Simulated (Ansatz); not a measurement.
# Structural relaxation of a frame of liquid dimethyl carbonate from 300 K (108 atoms)

Wanted: the relaxed structure of a frame of liquid dimethyl carbonate from 300 K (108 atoms) and its electronic structure.

Calculated with Ansatz 0.2.0; Kohn-Sham DFT, r2SCAN+D3(BJ), PAW (set soft_2), plane waves.

### Step 1. The starting structure

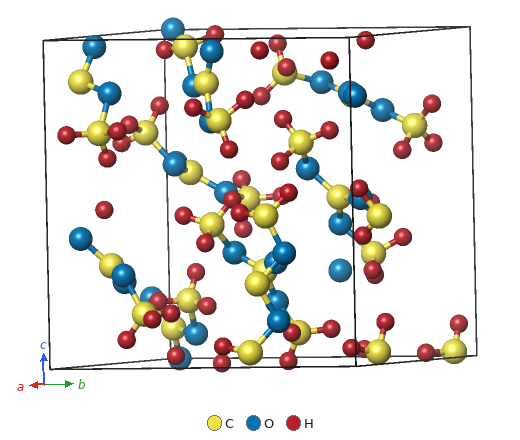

Start, viewed slightly off an axis; carbon yellow, oxygen blue, hydrogen red. Bonds to atoms that aren't drawn are left out. Some periodic images of atoms are drawn too.

The cell holds 108 atoms: 27 C, 27 O and 54 H. Its edges and angles: a = 10.785 Å, b = 10.785 Å, c = 10.785 Å, α = 90.0°, β = 90.0°, γ = 90.0°. 9 dimethyl carbonate placed at random, at 1.07 g/cm³; overlaps pushed apart, then 10 ps at 400 K with MMFF94 bonds, angles, torsions, charges and radii (Halgren, J. Comput. Chem. 17, 490 (1996)) in harmonic and 12-6 forms. Snapshot after 20 ps at 300 K and fixed volume. The density is a measured one.

Limits known from the start: The network of contacts between molecules at the start is that of the classical potential that made the cell. Only the Γ point is sampled, in a cell whose shortest periodic width is 11 Å.

### Step 2. Single point at the start

The forces at the start show how far the geometry lies from a minimum of this functional.

Contents of input.yaml:

```yaml
crystal:
  lattice:
    - [10.78542, 0.0, 0.0]
    - [0.0, 10.78542, 0.0]
    - [0.0, 0.0, 10.78542]
  atoms:
    - { symbol: C, position: [0.86534, 0.1232, 0.71222] }
    - { symbol: O, position: [0.80217, 0.13494, 0.83102] }
    - { symbol: C, position: [0.7561, 0.02363, 0.86591] }
    - { symbol: O, position: [0.77639, 0.92646, 0.81591] }
    - { symbol: O, position: [0.69196, 0.04489, 0.97008] }
    - { symbol: C, position: [0.65372, 0.93719, 0.03303] }
    - { symbol: H, position: [0.92734, 0.20807, 0.71963] }
    - { symbol: H, position: [0.79923, 0.12247, 0.63361] }
    - { symbol: H, position: [0.92628, 0.04057, 0.70929] }
    - { symbol: H, position: [0.73356, 0.88122, 0.04803] }
    - { symbol: H, position: [0.60605, 0.94344, 0.12267] }
    - { symbol: H, position: [0.5877, 0.89067, 0.97945] }
    - { symbol: C, position: [0.34563, 0.20015, 0.18643] }
    - { symbol: O, position: [0.25984, 0.18747, 0.0824] }
    - { symbol: C, position: [0.18776, 0.08575, 0.09874] }
    - { symbol: O, position: [0.2014, 0.02162, 0.19015] }
    - { symbol: O, position: [0.10369, 0.07016, 0.00352] }
    - { symbol: C, position: [0.05789, 0.94965, 0.01492] }
    - { symbol: H, position: [0.40207, 0.28264, 0.17055] }
    - { symbol: H, position: [0.4184, 0.1286, 0.18731] }
    - { symbol: H, position: [0.29747, 0.20588, 0.27099] }
    - { symbol: H, position: [0.99597, 0.93317, 0.93043] }
    - { symbol: H, position: [0.13649, 0.88825, 0.01412] }
    - { symbol: H, position: [0.00951, 0.94728, 0.09756] }
    - { symbol: C, position: [0.95487, 0.63772, 0.04358] }
    - { symbol: O, position: [0.91768, 0.71784, 0.13715] }
    - { symbol: C, position: [0.96015, 0.66768, 0.25258] }
    - { symbol: O, position: [0.01558, 0.5659, 0.26346] }
    - { symbol: O, position: [0.9335, 0.74695, 0.34399] }
    - { symbol: C, position: [0.95407, 0.69678, 0.45867] }
    - { symbol: H, position: [0.93048, 0.53944, 0.06241] }
    - { symbol: H, position: [0.05347, 0.65389, 0.02479] }
    - { symbol: H, position: [0.89958, 0.66712, 0.96061] }
    - { symbol: H, position: [0.91742, 0.59754, 0.46756] }
    - { symbol: H, position: [0.0512, 0.68451, 0.47035] }
    - { symbol: H, position: [0.91033, 0.75634, 0.52752] }
    - { symbol: C, position: [0.66145, 0.40521, 0.42466] }
    - { symbol: O, position: [0.56126, 0.43707, 0.33659] }
    - { symbol: C, position: [0.58762, 0.546, 0.28024] }
    - { symbol: O, position: [0.67315, 0.61644, 0.30914] }
    - { symbol: O, position: [0.5085, 0.55172, 0.18408] }
    - { symbol: C, position: [0.55708, 0.63974, 0.09108] }
    - { symbol: H, position: [0.74801, 0.41648, 0.37185] }
    - { symbol: H, position: [0.65856, 0.31222, 0.45336] }
    - { symbol: H, position: [0.64506, 0.46689, 0.50064] }
    - { symbol: H, position: [0.5443, 0.59921, 0.00511] }
    - { symbol: H, position: [0.51027, 0.72838, 0.10052] }
    - { symbol: H, position: [0.65527, 0.65654, 0.09425] }
    - { symbol: C, position: [0.43793, 0.10654, 0.70004] }
    - { symbol: O, position: [0.41767, 0.19073, 0.60191] }
    - { symbol: C, position: [0.30159, 0.19607, 0.57424] }
    - { symbol: O, position: [0.22401, 0.11805, 0.60157] }
    - { symbol: O, position: [0.2775, 0.30163, 0.51097] }
    - { symbol: C, position: [0.14942, 0.3227, 0.48839] }
    - { symbol: H, position: [0.5382, 0.09249, 0.72794] }
    - { symbol: H, position: [0.41236, 0.01666, 0.66886] }
    - { symbol: H, position: [0.37811, 0.13035, 0.78048] }
    - { symbol: H, position: [0.07794, 0.27439, 0.54546] }
    - { symbol: H, position: [0.13203, 0.42572, 0.49522] }
    - { symbol: H, position: [0.12938, 0.29676, 0.3961] }
    - { symbol: C, position: [0.31316, 0.79324, 0.32239] }
    - { symbol: O, position: [0.33523, 0.69526, 0.41543] }
    - { symbol: C, position: [0.42858, 0.73071, 0.49878] }
    - { symbol: O, position: [0.49315, 0.82653, 0.49655] }
    - { symbol: O, position: [0.44869, 0.6375, 0.58716] }
    - { symbol: C, position: [0.54765, 0.65662, 0.66944] }
    - { symbol: H, position: [0.39844, 0.82332, 0.27504] }
    - { symbol: H, position: [0.26532, 0.87163, 0.37041] }
    - { symbol: H, position: [0.24637, 0.76984, 0.25542] }
    - { symbol: H, position: [0.52892, 0.59223, 0.74048] }
    - { symbol: H, position: [0.63003, 0.61923, 0.61469] }
    - { symbol: H, position: [0.5494, 0.7516, 0.70544] }
    - { symbol: C, position: [0.74909, 0.98702, 0.44944] }
    - { symbol: O, position: [0.85152, 0.05052, 0.39155] }
    - { symbol: C, position: [0.81352, 0.13456, 0.30801] }
    - { symbol: O, position: [0.71207, 0.13554, 0.25504] }
    - { symbol: O, position: [0.90321, 0.20825, 0.28046] }
    - { symbol: C, position: [0.88957, 0.2687, 0.16225] }
    [... 24 atom lines left out ...]
    - { symbol: H, position: [0.87786, 0.55174, 0.65974] }
    - { symbol: H, position: [0.93098, 0.45874, 0.78972] }
    - { symbol: H, position: [0.82656, 0.58762, 0.8087] }
    - { symbol: H, position: [0.50222, 0.20023, 0.95364] }
    - { symbol: H, position: [0.63173, 0.26677, 0.0265] }
    - { symbol: H, position: [0.48086, 0.3569, 0.99859] }
kpoints:
  mp_grid: { grid: [1, 1, 1] }
hamiltonian:
  xc: r2scan
  dispersion: d3bj
scf:
  occupations: { method: fixed }
output:
  forces: true
  stress: true
  populations: true
  dos:
    method: { smearing: { sigma: 0.08 } }
    de: 0.1
    projected: { site_lists: { C: [C], H: [H], O: [O] } }
  eigenvalues: true
```

The run is started by

```
$ ansatz run input.yaml --threads 4 --pin off --max-ram 8192MiB --backend cpu --events-out ev --progress --plain --runs-dir out
```

Numbers of over 12 decimals in the logs are rounded to 6 here.

The program printed:

```text
Warning: the engine holds no damping parameters fitted to this dispersion correction and functional, so the run takes those fitted to r2scan beside the three-body term, which d3bj leaves out (hamiltonian.dispersion, under Limitations)
Engine: ansatz 0.2.0, x86_64-unknown-linux-gnu
Pseudopotentials: kind: paw
Pseudopotential: C, paw, valence charge 4, recommended cutoff 500 eV (meta_gga), C.paw.azcp
Pseudopotential: O, paw, valence charge 6, recommended cutoff 500 eV (meta_gga), O.paw.azcp
Pseudopotential: H, paw, valence charge 1, recommended cutoff 500 eV (meta_gga), H.paw.azcp
Functional definition: r2SCAN
  parameter k0 = 0.174
  parameter k1 = 0.065
  parameter a1 = 4.9479
  exchange = r2scan_x(k0 = k0, k1 = k1, a1 = a1)
  correlation = r2scan_c
Crystal: 108 atoms, lattice volume = 1254.617 Å³
Basis set: ecut = 500 eV, 31799 PW (Γ), exchange–correlation on 320×320×320 points (64 copies of the dense FFT grid, shifted against one another)
Bands: 270, of which v1, the nominal top of the filled ones, is band 162 counted from 1 (161 counted from 0)
Symmetry: 1 space group operations
Space group: P1 (ITA 1), of the structure as read, at distance tolerance 1.1e-4 Å
k-points: 1
Non-local potential: C, projectors of the file, l = 0: 2, l = 1: 2, l = 2: 1
Non-local potential: O, projectors of the file, l = 0: 2, l = 1: 2, l = 2: 1
Non-local potential: H, projectors of the file, l = 0: 2, l = 1: 1
PAW form: soft (Blöchl's): semilocal exchange-correlation on the pseudo side does not see the compensation charge
PAW frozen core: C, regenerated for the run's functional (the file was generated under x = pbe(κ = 0.804, μ = 0.219515), c = pbe(β = 0.066725))
PAW frozen core: O, regenerated for the run's functional (the file was generated under x = pbe(κ = 0.804, μ = 0.219515), c = pbe(β = 0.066725))
PAW one-centre angular grid: C, 302 points (default); XC on 239 of its mesh's 2573 points in the sphere
PAW one-centre angular grid: O, 302 points (default); XC on 160 Gauss nodes
PAW one-centre angular grid: H, 302 points (default); XC on 160 Gauss nodes
Initial density: superposition of atomic densities (neutral atoms: chi_scale 0, normalization atom), corrected by the library's trained network
Initial wavefunctions: pseudopotential atomic-orbital guess
Functional: x = r2scan, c = r2scan; τ floored in thin density (d = 2e-4 eV/Å³)
SCF iter   1: F=—  HF=-22996.053947 eV  |F-HF|=—  |Δ(HF+E_count)|=         —  Δρ=7.66e-3  dr2=6.33e-1  dr2_τ=8.57e0  ethr=1.77e-3  ⟨swp⟩=5.0  Hψ=950  notcnv=0  defer=105
preconditioner: auto → Resta (q_TF=auto, 2.177 Å⁻¹)  ε∞=2.2  [insulator: Δε(μ)=5.902 eV  Ē_g=16.818 eV  n_scr=202 (ndim 8)  ℏωp=18.3 eV  f_vac=0.297  ε∞_Penn≈2.2]
SCF iter   2: F=—  HF=-22994.920131 eV  |F-HF|=—  |Δ(HF+E_count)|=    1.13e0  Δρ=3.78e-3  dr2=9.34e-2  dr2_τ=2.25e-2  ethr=1.95e-4  ⟨swp⟩=3.0  Hψ=483  notcnv=0  defer=104
SCF iter   3: F=—  HF=-22994.916064 eV  |F-HF|=—  |Δ(HF+E_count)|=   4.07e-3  Δρ=1.61e-3  dr2=2.44e-2  dr2_τ=2.86e-3  ethr=2.88e-5  ⟨swp⟩=2.0  Hψ=316  notcnv=0  defer=106
SCF iter   4: F=—  HF=-22994.917947 eV  |F-HF|=—  |Δ(HF+E_count)|=   1.88e-3  Δρ=5.84e-4  dr2=4.34e-3  dr2_τ=6.25e-4  ethr=7.52e-6  ⟨swp⟩=3.0  Hψ=328  notcnv=0  defer=106
SCF iter   5: F=—  HF=-22994.919160 eV  |F-HF|=—  |Δ(HF+E_count)|=   1.21e-3  Δρ=2.01e-4  dr2=6.13e-4  dr2_τ=6.14e-5  ethr=1.34e-6  ⟨swp⟩=2.0  Hψ=332  notcnv=0  defer=106
SCF iter   6: F=—  HF=-22994.919756 eV  |F-HF|=—  |Δ(HF+E_count)|=   5.97e-4  Δρ=7.52e-5  dr2=8.88e-5  dr2_τ=6.89e-6  ethr=1.89e-7  ⟨swp⟩=2.0  Hψ=326  notcnv=0  defer=105
SCF iter   7: F=—  HF=-22994.920048 eV  |F-HF|=—  |Δ(HF+E_count)|=   2.92e-4  Δρ=5.66e-5  dr2=3.51e-5  dr2_τ=4.51e-6  ethr=2.74e-8  ⟨swp⟩=2.0  Hψ=428  notcnv=0  defer=104
SCF iter   8: F=—  HF=-22994.920055 eV  |F-HF|=—  |Δ(HF+E_count)|=   6.79e-6  Δρ=1.25e-5  dr2=1.82e-6  dr2_τ=1.69e-7  ethr=1.08e-8  ⟨swp⟩=2.0  Hψ=327  notcnv=0  defer=104
SCF iter   9: F=—  HF=-22994.920060 eV  |F-HF|=—  |Δ(HF+E_count)|=   4.57e-6  Δρ=6.60e-6  dr2=4.83e-7  dr2_τ=6.90e-8  ethr=5.63e-10  ⟨swp⟩=2.0  Hψ=325  notcnv=0  defer=104
SCF iter  10: F=-22994.920060 eV  HF=-22994.920060 eV  |F-HF|=9.51e-8  |Δ(HF+E_count)|=   3.66e-7  Δρ=2.27e-6  dr2=6.21e-8  dr2_τ=9.18e-9  ethr=3.09e-11  ⟨swp⟩=15.0  Hψ=2006  notcnv=0
SCF 1 converged in 10 iterations: F = -22994.920060 eV  dr2 = 6.21e-8
  greatest PAW one-centre occupation: 0.885 electrons in one spin orbital (limit 2), on the O atom at site 99 (counted from 0), in its partial waves of l = 0
SCF converged after 10 iterations
Free energy (F): -22994.920060 eV
Harris-Foulkes:  -22994.920060 eV  (|F-HF|=9.51e-8)
Internal energy: -22994.920060 eV  (E = F + TS)
E sigma→0 (E₀):  -22994.920060 eV
Fermi energy:    -2.232612 eV
--- Per-component energies (eV) ---
  E_band       = -3215.661813
  E_kinetic    = 7937.766384
  E_local      = -28329.183475  (includes V_loc(G=0)·N_el)
  E_nonlocal   = 2097.916637
  E_hartree    = 10624.675105
  E_xc         = -3709.564030
  E_vxc        = -5283.371138  (∫ρ·V_xc dr)
  E_paw        = -7078.386539  (= ΣΔE_a)
  E_vpaw       = -1226.792143  (= ΣTr[D̂ρ^β])
  E_aug_tail   = 0.001042  (compensation charges beyond the density's cutoff)
  E_vtau       = 338.654552  (kinetic-family band-sum trace: ∫τ·v_τ [+ j·A + Jᵃ·Aᵃ] dr)
  E_ewald      = -4534.349136
  E_disp       = -2.264751  (pairwise vdW)
  E_core_change = -1.531296  (= ΣΔE_core)
  E_smearing   = -0.000000  (= −TS)
  E_closure    = -0.000000  (closes the sum)
  Σ components = -22994.920060   (vs F -22994.920060, Δ=0.00e0)
--- Forces (eV/Å), atoms counted from 1 ---
  atom   1  C      1.47017126     1.53705839     0.47072961
  atom   2  O     -0.29061056    -1.34862984    -0.79751938
  atom   3  C      0.25697771     1.18310504     0.85367694
  atom   4  O     -0.31928371    -0.55788006    -0.08076109
  atom   5  O     -0.10574019     0.69487756     0.24123591
  atom   6  C     -0.07520119    -0.79851057     0.88700358
  atom   7  H     -0.86544189    -1.07365988    -0.89460927
  atom   8  H      0.49537867     0.25103434     0.67408824
  atom   9  H     -0.58065509     0.51252507     0.08971000
  atom  10  H      0.58860448    -0.79177886     0.11714194
  atom  11  H      0.53359028     1.47783276    -0.13515255
  atom  12  H     -0.84394259    -1.06414009    -1.32759124
  atom  13  C      1.67648602     0.43896994    -1.42646126
  atom  14  O     -0.33099056    -0.55181605    -0.00592655
[...]
atom 107  H     -0.86091922     0.54767876    -0.26231601
  atom 108  H      1.45408543    -0.92535616    -0.14323129
  max |Σ_I F_I| component: 1.80e-4 eV/Å
--- Stress (GPa, compression-positive) ---
       -2.086568       0.495787      -0.069068
        0.495788      -1.239049       0.511187
       -0.069068       0.511187      -0.836551
  P = ⅓ Tr σ = -1.3874 GPa (-13.874 kbar)
--- Band table (eV) ---
  k-point 0: bands = ["-25.9260", "-25.9171", "-25.8069", "-25.6332", [... 254 levels ...], "10.5441", "10.5838", "10.6711", "10.7410", "10.7641", "10.8471", "10.8812", "10.9034", "11.0321", "11.0532", "11.0818", "11.1523"]
--- Löwdin populations: 108 sites ---
  site symbol       q [e]
     0      C      4.1853
     1      O      6.3006
     2      C      3.2604
[...]
107      H      0.8360
  spilling = 0.014072 (of n_electrons = 324.000000)
```

The job ended after 13 s (4 threads of AMD EPYC 9R45, shared host; peak memory 3 GiB).

Notices of the run: dispersion damping borrowed.

Numbers from this run:

```
free energy                                      : -22994.9201 eV
free energy per atom                             : -212.9159 eV/atom
SCF cycles                                       : 10
pressure                                         : -1.387 GPa
r.m.s. force component                           : 1.035 eV/Å
longest force                                    : 4.21 eV/Å
Fermi energy                                     : -2.233 eV
gap (highest filled to lowest empty level) : 5.972 eV
spilling of the projection                       : 0.01407
```

The r.m.s. force component of 1.0 eV/Å and the pressure of -1.4 GPa set the starting point.

Neighbours are counted within 1.34 Å (H-C), 1.73 Å (C-O).

Length of the force by element and coordination:

```
element  coordination  atoms  mean length of the force (eV/Å)  spread  least  most
      C           all     27                             2.04   0.600   1.20  3.31
      C             3      9                             1.84   0.633   1.25  3.11
      C             4     18                             2.13   0.558   1.20  3.31
      H           all     54                             1.10   0.474  0.233  2.25
      O           all     27                             2.09    1.07  0.643  4.21
      O             1      9                             1.93    1.03  0.648  3.83
      O             2     18                             2.17    1.08  0.643  4.21
```

(Continued in part 2 of 3.)

[Logs are printed without paths, hosts, clocks, repeated set-up lines and the standing remarks that a program may print on its own settings, such as how far it seeks lower states.]

[Hosts, paths, dates, database ids (printed as entryN), source tags and the programs' standing remarks are cut or masked in the printed files.]

[The MMFF94 radii named for the starting cell were scaled by 0.96; in molecules described by MMFF94, hydrogen bound to N, O or S took a small fixed 12-6 site in their place.]
